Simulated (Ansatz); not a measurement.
# Screening in VBiO4 (Dreyerite), part 2 of 2

Wanted: ε∞ of VBiO4 (Dreyerite) from perturbation theory, a sum over states and the RPA step of G0W0, with cost.

Ansatz 0.2.0; linear response on r2SCAN, plane waves, PAW. Known limits of the many-body steps: not at the basis limit; no spin polarisation; d states lean on the start; no spin-orbit coupling.

So far. Step 2 (Response to a homogeneous field): One over ε∞ averages 0.19, somewhat under the quarter of exact exchange in PBE0. Step 3 (Independent-particle spectrum): The sum gives ε∞ = 5.34 and 6.70 without local fields.

**3. Independent-particle spectrum (continued)**

Level of this step: independent-particle optics on r2SCAN, plane waves, PAW; PAW set soft_1 (Ansatz).

Independent particles, no local fields, Gaussian width 0.2 eV. The ε₁ by photon energy:

```csv
photon energy (eV),xx=yy,zz
0,5.29,6.65
1,5.41,6.86
2,5.87,7.73
3,7.40,11.9
4,7.85,12.2
5,6.66,5.06
6,4.49,0.596
7,0.530,-1.65
8,-1.62,-1.72
9,-1.31,-2.34
10,-0.412,-1.60
11,0.416,-0.381
12,0.594,0.739
13,1.17,0.678
14,0.902,0.866
15,1.16,0.622
16,0.553,0.822
17,0.0916,0.309
18,0.319,0.515
19,0.436,0.436
20,0.664,0.449
21,0.547,0.579
22,0.438,0.604
23,0.513,0.407
24,0.630,0.452
25,0.740,0.580
```

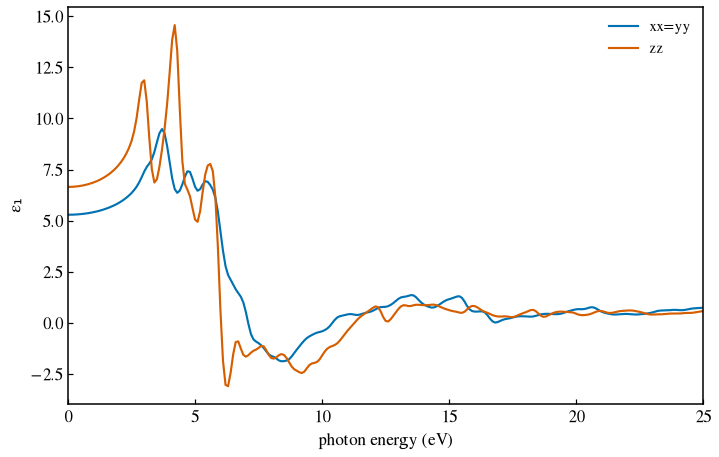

ε₁ against photon energy.

**4. RPA screening from the G0W0 run**

G0W0 replaces the xc potential by the self-energy, built once from these orbitals. Only a window of levels is corrected, while the sums run over the empty bands that the input names. This step takes PAW set soft_1 files.

This step: G0W0 on r2SCAN, plane waves, PAW; PAW set soft_1.

input.yaml

```yaml
crystal:
  lattice:
    - [-3.6515, 3.6515, 3.292]
    - [3.6515, -3.6515, 3.292]
    - [3.6515, 3.6515, -3.292]
  atoms:
    - { symbol: V, position: [0.5, 0.5, 0.0] }
    - { symbol: V, position: [0.25, 0.75, 0.5] }
    - { symbol: Bi, position: [0.75, 0.25, 0.5] }
    - { symbol: Bi, position: [0.0, 0.0, 0.0] }
    - { symbol: O, position: [0.152062534, 0.3328889632, 0.8191735708] }
    - { symbol: O, position: [0.0828889632, 0.7637153925, 0.6808264292] }
    - { symbol: O, position: [0.5137153925, 0.3328889632, 0.1808264292] }
    - { symbol: O, position: [0.0828889632, 0.402062534, 0.3191735708] }
    - { symbol: O, position: [0.597937466, 0.9171110368, 0.6808264292] }
    - { symbol: O, position: [0.6671110368, 0.847937466, 0.1808264292] }
    - { symbol: O, position: [0.2362846075, 0.9171110368, 0.3191735708] }
    - { symbol: O, position: [0.6671110368, 0.4862846075, 0.8191735708] }
kpoints:
  mp_grid: { grid: [4, 4, 4] }
hamiltonian:
  xc: r2scan
  pseudopotentials: { kind: paw, azcp: { folder: soft_1 } }
scf:
  occupations: { method: fixed }
gw:
  n_empty_bands: 962
  ecut_chi: 180.0
  qp_bands: [v4, c4]
  qp_kpoints: band_edges
  screening: { model: contour_deformation }
```

Command:

```bash
ansatz run input.yaml --threads 3 --pin off --max-ram 92160MiB --backend cuda --events-out ev --progress --plain --runs-dir out --devices 1 --max-vram 13GiB
```

Numbers of over 12 decimals in the logs are rounded to 6 here.

The program printed:

```text
GPUs: using 1 of 1 available (devices: 1).
[...]
GPU FFT provider: cuFFT
GPU libraries: cuBLAS 13.8.2, cuFFT 12.4.0, cuSOLVER 12.3.4
Crystal: 12 atoms, lattice volume = 175.575 Å³
Basis set: ecut = 500 eV, 4449 PW (Γ), exchange–correlation on 180×180×180 points (64 copies of the dense FFT grid, shifted against one another)
Bands: 64, of which v1, the nominal top of the filled ones, is band 52 counted from 1 (51 counted from 0)
[...]
0    56     10.0460   -14.5535    -5.5954   -21.1195  0.7462    11.0321    11.0165  root
[...]
11    53      9.6490   -15.8989    -5.8753   -22.8318  0.7280    10.7273    10.7066  root
    11    54      9.6490   -15.8989    -5.8753   -22.8318  0.7280    10.7273    10.7066  root
    11    55      9.9024   -16.5138    -6.2558   -23.9213  0.7107    11.0821    11.0542  root
    11    56      9.9024   -16.5138    -6.2558   -23.9213  0.7107    11.0821    11.0542  root
[key lines of the parts left out:]
SCF converged after 10 iterations
Free energy (F): -35213.968993 eV
Fermi energy:    5.924880 eV
```

The job ended after 1.7 min (1 × NVIDIA H100 80GB HBM3 (shared by 6 runs) with 3 threads of AMD EPYC 7R13 (Zen 3), shared host; peak memory 4.1 GiB).

Numbers from this step:

| Item | Value |
| --- | --- |
| bands summed | 1014 |
| RPA ε∞ on this mesh (eigenvalues) | 4.510, 4.510, 5.837 |
| plane waves in the screening matrix | 951 |
| G0W0 gap on the mesh | 4.444 eV |
| k of the valence top | 0, -0.5, 0 |
| k of the conduction bottom | 0, -0.5, 0 |
| starting gap on the mesh | 3.169 eV |
| least direct G0W0 gap on the computed points | 4.444 eV |

The gap on the mesh goes from 3.17 eV to 4.44 eV, a correction of +1.27 eV. Between the two edge states, bare exchange in place of the xc potential would open the gap by 10.45 eV, and correlation takes back 9.18 eV.

Mean over the mesh in bins of 0.25 1/Å. The static inverse dielectric function, diagonal by length of q+G:

```csv
length of q+G (Å⁻¹),"static inverse dielectric function, diagonal"
0.32,0.225
0.78,0.333
1.27,0.466
1.76,0.598
2.25,0.705
2.75,0.782
3.25,0.839
3.75,0.878
4.25,0.907
4.75,0.929
5.25,0.946
5.75,0.960
6.25,0.971
6.75,0.979
```

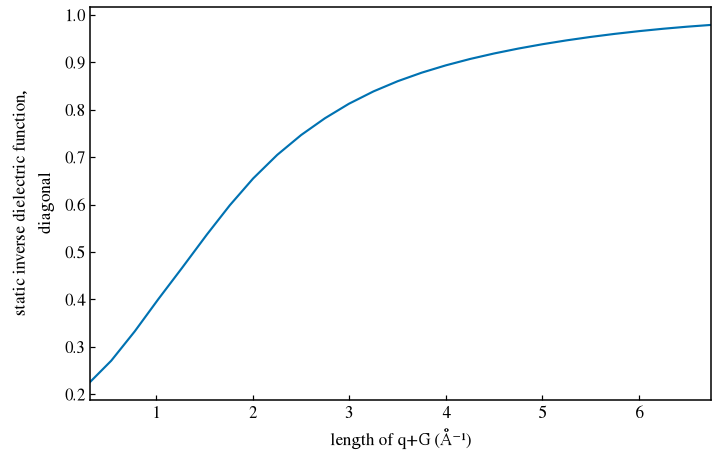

Static inverse dielectric function, diagonal, plotted against length of q+G.

**5. The values together**

Times are wall times on 1 × NVIDIA H100 80GB HBM3 (shared by 6 runs) with 3 threads of AMD EPYC 7R13 (Zen 3), shared host. The host was busy with other work, so they are no guide to cost.

```csv
method,mesh,"ε∞, low",middle,high,mean,time
perturbation theory (local fields and xc kernel),4×4×4 (response on 64 points),4.86,4.86,6.31,5.34,84 s
sum over states (no local fields),6×6×6,5.34,5.34,6.70,5.79,2.1 min
"RPA with local fields, on the GW mesh",4×4×4,4.51,4.51,5.84,4.95,1.7 min
```

**6. What came out**

| Item | Value |
| --- | --- |
| perturbation theory (local fields and xc kernel) | 4.86, 4.86, 6.31 |
| sum over states (no local fields) | 5.34, 5.34, 6.70 |
| RPA with local fields, on the GW mesh | 4.51, 4.51, 5.84 |

Mean Born effective charge: V1 4.25, Bi3 5.74, O5 -2.50 e. The most distinct maxima of the ε₂ (xx=yy) lie at 4.0, 6.0 and 15.7 eV, the highest at 6 eV. Distinct peaks of the loss function (xx=yy) stand at 10.4, 14.4, 19.4 and 22.5 eV; the one at 22.5 eV is strongest. The sum without local fields gives 5.79 in the mean against 5.34 by perturbation theory; local fields lower ε∞ and the xc kernel gives part of it back, though the sum also carries the error of its own mesh. The RPA values on the 4×4×4 mesh average 0.93 times those of perturbation theory (means 4.95 and 5.34, which can hide unlike anisotropies). Without the xc kernel RPA should lie a little lower, as the mean does. Ions are clamped, so the lattice part of the static constant is not in these numbers.

[Paths, hosts, dates, memory and timing lines, banners, echoed tables and standing remarks are left out of the program output.]

[Logs are printed without paths, hosts, clocks, repeated set-up lines and the standing remarks that a program may print on its own settings, such as how far it seeks lower states.]

[Runs of the session that timed out or met a known fault of the program may be left out.]

[Cells called generated may have been cut or substituted from an entry of the Crystallography Open Database or the Materials Project.]

[Hosts, paths, dates, database ids (printed as entryN), source tags and the programs' standing remarks are cut or masked in the printed files.]
